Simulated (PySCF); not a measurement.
## What a change does: NMR shielding calculation on C₅H₁₅AlO₂

System: C₅H₁₅AlO₂.
Method of run A: GIAO PBE0/pcSseg-1 NMR shielding, non-relativistic, gas phase (PySCF 2.14.0).

The geometry comes from this level: PBE0-D3(BJ)/def2-SVP. Text and figures count atoms from 1; the logs count them from 0 in places.

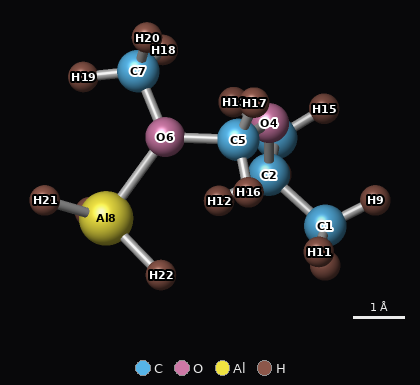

Figure 1. The input geometry (ball-and-stick view, seen at a tilt; atoms are numbered from 1 in the order of the input). Sticks mark near contacts.

Input file, run A:
```
{"job": {"kind": "nmr", "xc": "PBE0", "basis": "pcSseg-1"}, "charge": 0, "multiplicity": 1}
C     -2.245936    -1.029832    -0.443352
C     -1.290922    -0.170369     0.361984
C     -1.963264     0.557031     1.504059
O     -0.705915     0.841094    -0.475074
C      0.343856     0.445208    -1.243571
O      1.558032     0.323776    -0.483604
C      2.027115     1.540652     0.088902
Al     2.284666    -1.404325     0.181247
H     -3.053483    -0.412983    -0.866466
H     -2.694606    -1.803684     0.196628
H     -1.731457    -1.547751    -1.267242
H     -0.480423    -0.801325     0.770864
H     -1.231386     1.148385     2.072656
H     -2.436491    -0.159045     2.191061
H     -2.738246     1.238697     1.120305
H      0.220079    -0.549347    -1.701681
H      0.510009     1.214533    -2.013248
H      1.227188     2.007161     0.679827
H      2.878650     1.293132     0.734323
H      2.356534     2.221594    -0.711267
H      3.847939    -1.197234    -0.110973
H      1.431139    -2.372909    -0.776008
H      1.828387    -1.330423     1.722839
```

The first line tells a small driver script what to run in PySCF; the rest is the geometry in Å.

Command:
```bash
OMP_NUM_THREADS=1 python <driver script> task.json out
```

Hardware: 1 CPU thread, shared host.

Output (run A):
```
coarse grid: 18528 points
cycle   1  E = -591.6862092504  dE =  5.765e-01  |g| = 6.801e-01  |ddm| = 3.911e+00
cycle   2  E = -591.6352783476  dE =  5.093e-02  |g| = 8.839e-01  |ddm| = 1.012e+00
cycle   3  E = -591.7748585684  dE = -1.396e-01  |g| = 8.969e-02  |ddm| = 6.207e-01
cycle   4  E = -591.7761038347  dE = -1.245e-03  |g| = 3.688e-02  |ddm| = 8.244e-02
cycle   5  E = -591.7763904178  dE = -2.866e-04  |g| = 8.536e-03  |ddm| = 3.089e-02
cycle   6  E = -591.7764002403  dE = -9.823e-06  |g| = 4.221e-03  |ddm| = 6.891e-03
cycle   7  E = -591.7764033760  dE = -3.136e-06  |g| = 4.313e-04  |ddm| = 2.710e-03
final grid: 170928 points
cycle   8  E = -591.8458152120  dE = -4.108e-05  |g| = 1.459e-02  |ddm| = 3.141e-02
cycle   9  E = -591.8457818522  dE =  3.336e-05  |g| = 2.018e-02  |ddm| = 1.951e-02
cycle  10  E = -591.8458550977  dE = -7.325e-05  |g| = 1.370e-03  |ddm| = 1.148e-02
cycle  11  E = -591.8458555188  dE = -4.211e-07  |g| = 1.611e-04  |ddm| = 1.256e-03
cycle  12  E = -591.8458555234  dE = -4.670e-09  |g| = 7.811e-05  |ddm| = 1.899e-04
cycle  13  E = -591.8458555244  dE = -9.998e-10  |g| = 3.066e-05  |ddm| = 6.437e-05
converged SCF energy = -591.8458555244

GIAO shielding tensors (ppm)
atom      isotropic    diamagn.    paramagn.     s11        s22        s33       span
  0 C      164.589     248.063     -83.474    146.434    161.200    186.132     39.698
  1 C      114.645     246.370    -131.726     81.862    102.522    159.550     77.688
  2 C      160.375     247.829     -87.454    143.144    153.767    184.215     41.071
  3 O      235.715     401.241    -165.525    196.987    233.251    276.908     79.921
  4 C       88.497     245.923    -157.425     59.959     88.878    116.655     56.696
  5 O      284.700     403.449    -118.748    230.072    281.958    342.071    111.999
  6 C      129.644     246.076    -116.432     94.739    112.289    181.905     87.166
  7 Al     402.918     795.679    -392.761    375.144    398.248    435.364     60.220
  8 H       30.413      29.710       0.703     27.006     28.110     36.122      9.116
  9 H       30.359      29.411       0.948     26.374     27.681     37.022     10.648
 10 H       29.598      31.122      -1.524     24.692     29.154     34.948     10.256
 11 H       27.181      35.449      -8.268     23.356     27.609     30.578      7.222
 12 H       29.849      31.146      -1.296     25.265     28.783     35.499     10.234
 13 H       30.237      29.315       0.922     26.234     27.705     36.770     10.536
 14 H       30.051      29.870       0.182     26.939     27.907     35.307      8.368
 15 H       25.917      32.739      -6.822     21.625     27.385     28.741      7.116
 16 H       26.873      31.109      -4.236     21.539     27.091     31.989     10.450
 17 H       27.352      31.558      -4.206     22.244     27.411     32.401     10.156
 18 H       27.416      29.286      -1.870     23.057     26.056     33.135     10.078
 19 H       28.248      28.751      -0.503     24.241     25.279     35.225     10.984
 20 H       26.956      29.644      -2.689     23.534     25.654     31.679      8.145
 21 H       27.122      31.010      -3.888     23.879     27.109     30.377      6.498
 22 H       26.987      31.134      -4.147     24.019     26.698     30.244      6.225
```

For run B the input was changed thus:
```diff
-"xc": "PBE0"
+"xc": "CAM-B3LYP"
+"pop": false
```

What does this change do to the results?

The total energies belong to different methods, so their difference says nothing on which is more stable or more accurate. The HOMO goes from −7.33 to −8.72 eV. The LUMO goes from 0.46 to 1.42 eV. Of all shieldings, the largest change is that of O4, by +3.4 ppm. The functional changes from PBE0 to CAM-B3LYP. The number of SCF iterations is the same.

Output (run B):
```
coarse grid: 18528 points
cycle   1  E = -592.0297251508  dE =  7.462e-01  |g| = 7.374e-01  |ddm| = 3.870e+00
cycle   2  E = -592.0169938762  dE =  1.273e-02  |g| = 8.370e-01  |ddm| = 8.824e-01
cycle   3  E = -592.1319638090  dE = -1.150e-01  |g| = 7.173e-02  |ddm| = 4.852e-01
cycle   4  E = -592.1327608514  dE = -7.970e-04  |g| = 3.175e-02  |ddm| = 6.602e-02
cycle   5  E = -592.1329750166  dE = -2.142e-04  |g| = 7.238e-03  |ddm| = 2.752e-02
cycle   6  E = -592.1329834303  dE = -8.414e-06  |g| = 3.234e-03  |ddm| = 5.927e-03
cycle   7  E = -592.1329852116  dE = -1.781e-06  |g| = 4.848e-04  |ddm| = 2.214e-03
final grid: 170928 points
cycle   8  E = -592.2164486379  dE = -3.823e-05  |g| = 5.551e-03  |ddm| = 1.693e-02
cycle   9  E = -592.2164484152  dE =  2.228e-07  |g| = 5.960e-03  |ddm| = 6.632e-03
cycle  10  E = -592.2164549440  dE = -6.529e-06  |g| = 6.202e-04  |ddm| = 3.203e-03
cycle  11  E = -592.2164550120  dE = -6.799e-08  |g| = 1.798e-04  |ddm| = 5.206e-04
cycle  12  E = -592.2164550187  dE = -6.710e-09  |g| = 4.552e-05  |ddm| = 1.763e-04
cycle  13  E = -592.2164550191  dE = -3.529e-10  |g| = 1.621e-05  |ddm| = 3.711e-05
converged SCF energy = -592.2164550191

GIAO shielding tensors (ppm)
atom      isotropic    diamagn.    paramagn.     s11        s22        s33       span
  0 C      162.276     246.885     -84.609    143.524    158.712    184.592     41.068
  1 C      112.160     245.649    -133.489     79.098     99.421    157.960     78.862
  2 C      158.112     246.597     -88.485    140.183    151.503    182.650     42.467
  3 O      239.111     402.351    -163.240    198.204    238.473    280.655     82.451
  4 C       85.643     244.961    -159.318     57.490     85.551    113.889     56.398
  5 O      286.552     404.203    -117.651    230.921    284.117    344.617    113.696
  6 C      127.372     244.725    -117.353     92.237    109.482    180.396     88.159
  7 Al     399.688     795.396    -395.707    372.691    395.800    430.574     57.883
  8 H       30.434      29.606       0.828     27.068     28.186     36.048      8.980
  9 H       30.404      29.328       1.076     26.469     27.769     36.973     10.505
 10 H       29.656      31.243      -1.587     24.813     29.252     34.903     10.090
 11 H       27.308      35.632      -8.324     23.515     27.776     30.634      7.120
 12 H       29.899      31.235      -1.336     25.371     28.883     35.442     10.072
 13 H       30.291      29.204       1.086     26.340     27.791     36.741     10.401
 14 H       30.083      29.737       0.345     27.007     27.993     35.248      8.240
 15 H       25.989      32.819      -6.830     21.719     27.453     28.796      7.077
 16 H       26.930      31.121      -4.191     21.623     27.162     32.003     10.380
 17 H       27.382      31.573      -4.192     22.289     27.469     32.387     10.098
 18 H       27.440      29.250      -1.810     23.124     26.074     33.123      9.998
 19 H       28.256      28.702      -0.446     24.264     25.335     35.168     10.904
 20 H       27.149      29.712      -2.563     23.760     25.799     31.888      8.129
 21 H       27.330      31.165      -3.835     24.105     27.311     30.575      6.469
 22 H       27.187      31.295      -4.108     24.238     26.886     30.437      6.200
```

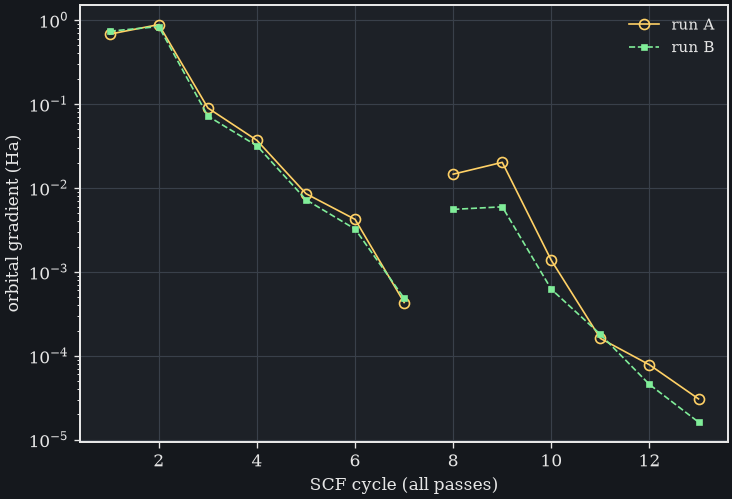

Figure 2. Convergence of the two runs: orbital gradient against the SCF cycle. A break in a curve parts two SCF passes (coarse and final grid). Run A takes 13 cycles in all, and run B takes 13.

The two runs side by side:

```tsv
quantity	run A	run B
outcome	converged	converged
total energy (hartree)	−591.845856	−592.216455
HOMO (eV)	−7.33	−8.72
LUMO (eV)	0.46	1.42
dipole moment (D)	4.11	4.13
shielding of C1 (ppm)	164.6	162.3
shielding of C2 (ppm)	114.6	112.2
shielding of C3 (ppm)	160.4	158.1
shielding of O4 (ppm)	235.7	239.1
shielding of C5 (ppm)	88.5	85.6
shielding of C7 (ppm)	129.6	127.4
shielding of Al8 (ppm)	402.9	399.7
SCF iterations	13	13
basis functions	218	218
wall time (shared host)	39 s	55 s
```
